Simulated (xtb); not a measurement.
# C$_{4}$H$_{9}$Al: geometry relaxation (part 3 of 4)

Continued. System: C$_{4}$H$_{9}$Al, SMILES C=CC[CH2][AlH2]. Method: GFN2-xTB (xtb 6.7.1). The geometry comes from this level: GFN2-xTB.

Geometry of the input (Å):
```
C  -0.6277  -0.4033  2.1256
C  -0.1322  0.1235  1.0237
C  0.9069  -0.4712  0.1384
C  0.3520  -0.5900  -1.3024
Al -0.4743  1.1971  -1.6589
H  -0.2752  -1.3499  2.5019
H  -1.3936  0.0840  2.7043
H  -0.5041  1.0914  0.6615
H  1.2322  -1.4403  0.5258
H  1.7754  0.1981  0.1291
H  -0.4089  -1.3872  -1.3126
H  1.1597  -0.9519  -1.9527
H  -1.9750  1.3969  -1.9978
H  0.3649  2.5027  -1.5859
```

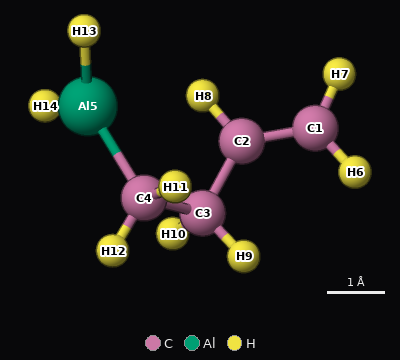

Fig. 1: The geometry at step 3 of the log (ball-and-stick view, seen at an oblique angle; atoms are numbered from 1 in the order of the input).

## Output, continued
```
 ANCopt (total)                0 d,  0 h,  0 min,  0.199 sec
 optimizer setup                ...        0 min,  0.000 sec (  0.064%)
 model hessian                  ...        0 min,  0.003 sec (  1.403%)
 ANC generation                 ...        0 min,  0.000 sec (  0.245%)
 coordinate transformation      ...        0 min,  0.000 sec (  0.145%)
 single point calculation       ...        0 min,  0.186 sec ( 93.445%)
 optimization log               ...        0 min,  0.002 sec (  0.985%)
 hessian update                 ...        0 min,  0.000 sec (  0.158%)
 rational function              ...        0 min,  0.003 sec (  1.419%)

================
 final structure:
================
14
 xtb: 6.7.1
C           -0.58398247360705       -0.43011681463759        2.15710726563965
C           -0.15399159942537        0.10712119815213        1.03271308963944
C            0.89204611103036       -0.43953495798578        0.12562656586404
C            0.30685592789464       -0.60209972752661       -1.29844245428553
Al          -0.47051634443100        1.20168355671753       -1.68350307353952
H           -0.16458468838861       -1.34788209467563        2.53670228974948
H           -1.36029476444889        0.02007675453609        2.75159191459011
H           -0.59651319223283        1.04273791664933        0.66511731654743
H            1.28278277855932       -1.38350176164278        0.51367573835270
H            1.72062569902921        0.27866660098830        0.08465322993357
H           -0.45322492208068       -1.39823622558834       -1.27327164265235
H            1.10243282105215       -0.98150359908246       -1.95455802413464
H           -1.91765911015964        1.45707734874889       -2.17678881726186
H            0.39600375720844        2.47550180534683       -1.48062339844240

 Bond Distances (Angstroems)
 ---------------------------
C1-C2=1.3182         C1-H6=1.0781         C1-H7=1.0765         C2-C1=1.3182         C2-C3=1.4886         C2-H8=1.0983
C3-C2=1.4886         C3-C4=1.5482         C3-H9=1.0929         C3-H10=1.0973        C4-C3=1.5482         C4-Al5=2.0016
C4-H11=1.1010        C4-H12=1.0988        Al5-C4=2.0016        Al5-H13=1.5501       Al5-H14=1.5539       H6-C1=1.0781
H7-C1=1.0765         H8-C2=1.0983         H9-C3=1.0929         H10-C3=1.0973        H11-C4=1.1010        H12-C4=1.0988
H13-Al5=1.5501       H14-Al5=1.5539
 C  H  Rav=1.0918 sigma=0.0095  Rmin=1.0765  Rmax=1.1010     7
 C  C  Rav=1.4517 sigma=0.0974  Rmin=1.3182  Rmax=1.5482     3
 Al H  Rav=1.5520 sigma=0.0019  Rmin=1.5501  Rmax=1.5539     2
 Al C  Rav=2.0016 sigma=0.0000  Rmin=2.0016  Rmax=2.0016     1

 selected bond angles (degree)
 --------------------
H6-C1-C2=121.36                H7-C1-C2=122.40                H7-C1-H6=116.24                C3-C2-C1=126.82
H8-C2-C1=120.08                H8-C2-C3=113.08                C4-C3-C2=109.48                H9-C3-C2=110.61
H9-C3-C4=111.78                H10-C3-C2=108.24               H10-C3-C4=108.65               H10-C3-H9=107.98
Al5-C4-C3=103.25               H11-C4-C3=108.41               H11-C4-Al5=112.83              H12-C4-C3=108.17
H12-C4-Al5=118.52              H12-C4-H11=105.30              H13-Al5-C4=124.91              H14-Al5-C4=119.81
H14-Al5-H13=115.28

 selected dihedral angles (degree)
 ---------------------------------
C3-C2-C1-H6=  1.71            C3-C2-C1-H7=181.11            H8-C2-C1-H6=179.98            H8-C2-C1-H7=359.38
C4-C3-C2-C1=123.69            C4-C3-C2-H8=305.32            H9-C3-C2-C1=  0.08            H9-C3-C2-H8=181.71
H10-C3-C2-C1=241.97           H10-C3-C2-H8= 63.60           Al5-C4-C3-C2= 52.15           Al5-C4-C3-H9=175.08
Al5-C4-C3-H10=294.13          H11-C4-C3-C2=292.26           H11-C4-C3-H9= 55.18           H11-C4-C3-H10=174.24
H12-C4-C3-C2=178.56           H12-C4-C3-H9=301.48           H12-C4-C3-H10= 60.54          H13-Al5-C4-C3=231.48
H13-Al5-C4-H11=348.29         H13-Al5-C4-H12=111.97         H14-Al5-C4-C3= 51.06          H14-Al5-C4-H11=167.88
H14-Al5-C4-H12=291.55
           -------------------------------------------------
          |                Final Singlepoint                |
           -------------------------------------------------

          ...................................................
          :                      SETUP                      :
          :.................................................:
          :  # basis functions                  35          :
          :  # atomic orbitals                  34          :
          :  # shells                           20          :
          :  # electrons                        28          :
          :  max. iterations                   250          :
          :  Hamiltonian                  GFN2-xTB          :
          :  restarted?                      false          :
          :  GBSA solvation                  false          :
          :  PC potential                    false          :
          :  electronic temp.          300.0000000     K    :
          :  accuracy                    1.0000000          :
          :  -> integral cutoff          0.2500000E+02      :
          :  -> integral neglect         0.1000000E-07      :
          :  -> SCF convergence          0.1000000E-05 Eh   :
          :  -> wf. convergence          0.1000000E-03 e    :
          :  Broyden damping             0.4000000          :
          :  net charge                          0          :
          :  unpaired electrons                  0          :
          ...................................................

 iter      E             dE          RMSdq      gap      omega  full diag
   1    -14.3875580 -0.143876E+02  0.205E-04    4.35       0.0  T
   2    -14.3875580 -0.576250E-11  0.111E-04    4.35     241.2  T
   3    -14.3875580  0.160156E-10  0.909E-05    4.35     293.9  T

   *** convergence criteria satisfied after 3 iterations ***

         #    Occupation            Energy/Eh            Energy/eV
      -------------------------------------------------------------
         1        2.0000           -0.6342221             -17.2581
       ...           ...                  ...                  ...
         8        2.0000           -0.4783717             -13.0172
         9        2.0000           -0.4638961             -12.6233
        10        2.0000           -0.4496134             -12.2346
        11        2.0000           -0.4336948             -11.8014
        12        2.0000           -0.4112370             -11.1903
        13        2.0000           -0.4025511             -10.9540
        14        2.0000           -0.3774457             -10.2708 (HOMO)
        15                         -0.2174060              -5.9159 (LUMO)
        16                         -0.2000480              -5.4436
        17                         -0.1861337              -5.0650
        18                         -0.1636326              -4.4527
        19                         -0.1377023              -3.7471
       ...                                ...                  ...
        34                          1.0735898              29.2139
      -------------------------------------------------------------
                  HL-Gap            0.1600397 Eh            4.3549 eV
             Fermi-level           -0.2974259 Eh           -8.0934 eV

 SCC (total)                   0 d,  0 h,  0 min,  0.009 sec
 SCC setup                      ...        0 min,  0.000 sec (  1.365%)
 Dispersion                     ...        0 min,  0.000 sec (  0.995%)
 classical contributions        ...        0 min,  0.000 sec (  0.292%)
 integral evaluation            ...        0 min,  0.002 sec ( 20.305%)
 iterations                     ...        0 min,  0.002 sec ( 28.515%)
 molecular gradient             ...        0 min,  0.004 sec ( 46.591%)
 printout                       ...        0 min,  0.000 sec (  1.656%)

         :::::::::::::::::::::::::::::::::::::::::::::::::::::
         ::                     SUMMARY                     ::
         :::::::::::::::::::::::::::::::::::::::::::::::::::::
         :: total energy             -14.167030449906 Eh    ::
         :: gradient norm              0.000036289805 Eh/a0 ::
         :: HOMO-LUMO gap              4.354902381512 eV    ::
         ::.................................................::
         :: SCC energy               -14.387542567921 Eh    ::
         :: -> isotropic ES            0.028109702109 Eh    ::
         :: -> anisotropic ES          0.005742908631 Eh    ::
         :: -> anisotropic XC          0.003334831334 Eh    ::
         :: -> dispersion             -0.008181542734 Eh    ::
         :: repulsion energy           0.220512118014 Eh    ::
         :: add. restraining           0.000000000000 Eh    ::
         :: total charge              -0.000000000000 e     ::
         :::::::::::::::::::::::::::::::::::::::::::::::::::::

           -------------------------------------------------
          |                Property Printout                |
           -------------------------------------------------

    * Orbital Energies and Occupations

         #    Occupation            Energy/Eh            Energy/eV
      -------------------------------------------------------------
         1        2.0000           -0.6342221             -17.2581
         2        2.0000           -0.6082855             -16.5523
         3        2.0000           -0.5689601             -15.4822
         4        2.0000           -0.5551978             -15.1077
         5        2.0000           -0.5207049             -14.1691
         6        2.0000           -0.5029180             -13.6851
         7        2.0000           -0.4916068             -13.3773
         8        2.0000           -0.4783717             -13.0172
         9        2.0000           -0.4638961             -12.6233
        10        2.0000           -0.4496134             -12.2346
        11        2.0000           -0.4336948             -11.8014
        12        2.0000           -0.4112370             -11.1903
        13        2.0000           -0.4025511             -10.9540
        14        2.0000           -0.3774457             -10.2708 (HOMO)
        15                         -0.2174060              -5.9159 (LUMO)
        16                         -0.2000480              -5.4436
        17                         -0.1861337              -5.0650
        18                         -0.1636326              -4.4527
        19                         -0.1377023              -3.7471
        20                         -0.1156865              -3.1480
        21                         -0.0255530              -0.6953
        22                          0.1073624               2.9215
        23                          0.1316326               3.5819
        24                          0.1427259               3.8838
        25                          0.1631911               4.4407
       ...                                ...                  ...
        34                          1.0735898              29.2139
      -------------------------------------------------------------
                  HL-Gap            0.1600397 Eh            4.3549 eV
             Fermi-level           -0.2974259 Eh           -8.0934 eV

     #   Z          covCN         q      C6AA      α(0)
     1   6 C        2.836    -0.095    30.391     9.034
     2   6 C        2.914    -0.016    28.419     8.742
     3   6 C        3.894    -0.056    21.521     6.595
     4   6 C        3.660    -0.176    24.250     7.066
     5  13 Al       2.725     0.369    93.578    19.729
     6   1 H        0.926     0.050     2.315     2.379
     7   1 H        0.926     0.040     2.448     2.447
     8   1 H        0.932     0.030     2.591     2.517
     9   1 H        0.924     0.044     2.402     2.424
    10   1 H        0.924     0.056     2.246     2.344
    11   1 H        0.923     0.051     2.308     2.376
    12   1 H        0.923     0.047     2.363     2.404
    13   1 H        0.881    -0.170     8.823     4.650
    14   1 H        0.880    -0.173     8.995     4.695

 Mol. C6AA /au·bohr⁶  :       2156.980244
 Mol. C8AA /au·bohr⁸  :      67386.677177
 Mol. α(0) /au        :         77.401731

Wiberg/Mayer (AO) data.
largest (>0.10) Wiberg bond orders for each atom

 ---------------------------------------------------------------------------
     #   Z sym  total        # sym  WBO       # sym  WBO       # sym  WBO
 ---------------------------------------------------------------------------
     1   6 C    3.991 --     2 C    1.967     7 H    0.976     6 H    0.969
     2   6 C    3.989 --     1 C    1.967     3 C    1.033     8 H    0.903
     3   6 C    3.997 --     2 C    1.033     9 H    0.968     4 C    0.958
                            10 H    0.942
     4   6 C    3.909 --     5 Al   0.994     3 C    0.958    12 H    0.924
                            11 H    0.917
     5  13 Al   3.135 --     4 C    0.994    13 H    0.889    14 H    0.888
     6   1 H    0.997 --     1 C    0.969
     7   1 H    0.998 --     1 C    0.976
     8   1 H    0.999 --     2 C    0.903
     9   1 H    0.998 --     3 C    0.968
    10   1 H    0.997 --     3 C    0.942
    11   1 H    0.997 --     4 C    0.917
    12   1 H    0.998 --     4 C    0.924
    13   1 H    0.971 --     5 Al   0.889
    14   1 H    0.970 --     5 Al   0.888
 ---------------------------------------------------------------------------

Topologies differ in total number of bonds
Writing topology from bond orders to xtbtopo.mol

molecular dipole:
                 x           y           z       tot (Debye)
 q only:        0.262      -0.492       0.249
   full:        0.314      -0.603       0.294       1.882
molecular quadrupole (traceless):
                xx          xy          yy          xz          yz          zz
 q only:        0.108       0.272      -1.764      -1.853       2.034       1.657
  q+dip:        0.252      -0.619      -0.229      -2.579       1.617      -0.024
   full:       -1.230      -0.282      -2.770      -3.886       2.274       4.000

           -------------------------------------------------
          |                Geometry Summary                 |
           -------------------------------------------------

      molecular mass/u    :       84.0959489
   center of mass at/Å    :       -0.0850163       0.1926049      -0.2560640
  moments of inertia/u·Å² :        0.7088523E+02   0.2239756E+03   0.2673293E+03
rotational constants/cm⁻¹ :        0.2378159E+00   0.7526548E-01   0.6305942E-01

 * 11 selected distances

     #   Z          #   Z                                           value/Å
     1   6 C        2   6 C                                       1.3182486
     2   6 C        3   6 C                                       1.4885678
     1   6 C        6   1 H                                       1.0780910
     1   6 C        7   1 H                                       1.0764512 (min)
     2   6 C        8   1 H                                       1.0983310
     3   6 C        9   1 H                                       1.0928545
     3   6 C       10   1 H                                       1.0972860
     4   6 C       11   1 H                                       1.1009950
     4   6 C       12   1 H                                       1.0988074
     5  13 Al      13   1 H                                       1.5500901
     5  13 Al      14   1 H                                       1.5539082 (max)

 * 3 distinct bonds (by element types)

   Z      Z             #   av. dist./Å        max./Å        min./Å
   1 H    6 C           7     1.0918309     1.1009950     1.0764512
   6 C    6 C           2     1.4034082     1.4885678     1.3182486
   1 H   13 Al          2     1.5519992     1.5539082     1.5500901

optimized geometry written to: xtbopt.xyz

           -------------------------------------------------
          | TOTAL ENERGY              -14.167030449906 Eh   |
          | GRADIENT NORM               0.000036289805 Eh/α |
          | HOMO-LUMO GAP               4.354902381512 eV   |
           -------------------------------------------------

------------------------------------------------------------------------
------------------------------------------------------------------------
 total:
 *  cpu-time:     0 d,  0 h,  0 min,  0.247 sec
 * ratio c/w:     1.000 speedup
 SCF:
 *  cpu-time:     0 d,  0 h,  0 min,  0.015 sec
 * ratio c/w:     0.997 speedup
 ANC optimizer:
 *  cpu-time:     0 d,  0 h,  0 min,  0.211 sec
 * ratio c/w:     1.000 speedup
```

## File xtbopt.xyz
```
14
 energy: -14.167030449906 gnorm: 0.000036289805 xtb: 6.7.1
C           -0.58398247360705       -0.43011681463759        2.15710726563965
C           -0.15399159942537        0.10712119815213        1.03271308963944
C            0.89204611103036       -0.43953495798578        0.12562656586404
C            0.30685592789464       -0.60209972752661       -1.29844245428553
Al          -0.47051634443100        1.20168355671753       -1.68350307353952
H           -0.16458468838861       -1.34788209467563        2.53670228974948
H           -1.36029476444889        0.02007675453609        2.75159191459011
H           -0.59651319223283        1.04273791664933        0.66511731654743
H            1.28278277855932       -1.38350176164278        0.51367573835270
H            1.72062569902921        0.27866660098830        0.08465322993357
H           -0.45322492208068       -1.39823622558834       -1.27327164265235
H            1.10243282105215       -0.98150359908246       -1.95455802413464
H           -1.91765911015964        1.45707734874889       -2.17678881726186
H            0.39600375720844        2.47550180534683       -1.48062339844240
```

## Trajectory as extended XYZ (Å, eV, eV/Å), 14 of the 18 frames kept, from step=0 to step=17
```
14
Properties=species:S:1:pos:R:3 step=0 energy=-385.50350
C    -0.6277   -0.4033    2.1256
C    -0.1322    0.1235    1.0237
C     0.9069   -0.4712    0.1384
C     0.3520   -0.5900   -1.3024
Al   -0.4743    1.1971   -1.6589
H    -0.2752   -1.3499    2.5019
H    -1.3936    0.0840    2.7043
H    -0.5041    1.0914    0.6615
H     1.2322   -1.4403    0.5258
H     1.7754    0.1981    0.1291
H    -0.4089   -1.3872   -1.3126
H     1.1597   -0.9519   -1.9527
H    -1.9750    1.3969   -1.9978
H     0.3649    2.5027   -1.5859
14
Properties=species:S:1:pos:R:3 step=1 energy=-385.50324
C    -0.6269   -0.4053    2.1263
C    -0.1317    0.1231    1.0247
C     0.9068   -0.4704    0.1381
C     0.3497   -0.5889   -1.3019
Al   -0.4770    1.2004   -1.6485
H    -0.2737   -1.3519    2.5024
H    -1.3932    0.0809    2.7051
H    -0.5056    1.0907    0.6634
H     1.2343   -1.4389    0.5250
H     1.7741    0.2000    0.1268
H    -0.4098   -1.3876   -1.3104
H     1.1572   -0.9495   -1.9538
H    -1.9734    1.3958   -2.0065
H     0.3692    2.5017   -1.5905
14
Properties=species:S:1:pos:R:3 step=3 energy=-385.50366
C    -0.6260   -0.4078    2.1273
C    -0.1318    0.1224    1.0261
C     0.9072   -0.4682    0.1385
C     0.3479   -0.5903   -1.3006
Al   -0.4749    1.1977   -1.6605
H    -0.2711   -1.3540    2.5026
H    -1.3924    0.0773    2.7069
H    -0.5075    1.0900    0.6663
H     1.2377   -1.4356    0.5253
H     1.7728    0.2046    0.1252
H    -0.4119   -1.3885   -1.3078
H     1.1547   -0.9518   -1.9528
H    -1.9717    1.4033   -2.0099
H     0.3669    2.5010   -1.5867
14
Properties=species:S:1:pos:R:3 step=4 energy=-385.50375
C    -0.6248   -0.4094    2.1281
C    -0.1318    0.1222    1.0271
C     0.9071   -0.4667    0.1382
C     0.3459   -0.5901   -1.3000
Al   -0.4754    1.1986   -1.6613
H    -0.2690   -1.3557    2.5024
H    -1.3920    0.0741    2.7080
H    -0.5092    1.0894    0.6682
H     1.2403   -1.4332    0.5249
H     1.7712    0.2080    0.1232
H    -0.4134   -1.3888   -1.3052
H     1.1520   -0.9520   -1.9528
H    -1.9710    1.4042   -2.0155
H     0.3701    2.4994   -1.5854
14
Properties=species:S:1:pos:R:3 step=5 energy=-385.50389
C    -0.6223   -0.4142    2.1294
C    -0.1327    0.1217    1.0287
C     0.9067   -0.4621    0.1371
C     0.3403   -0.5911   -1.2985
Al   -0.4757    1.1996   -1.6636
H    -0.2617   -1.3593    2.5021
H    -1.3903    0.0655    2.7115
H    -0.5148    1.0877    0.6718
H     1.2481   -1.4256    0.5244
H     1.7660    0.2186    0.1171
H    -0.4177   -1.3908   -1.2974
H     1.1447   -0.9547   -1.9526
H    -1.9676    1.4093   -2.0307
H     0.3769    2.4954   -1.5794
```
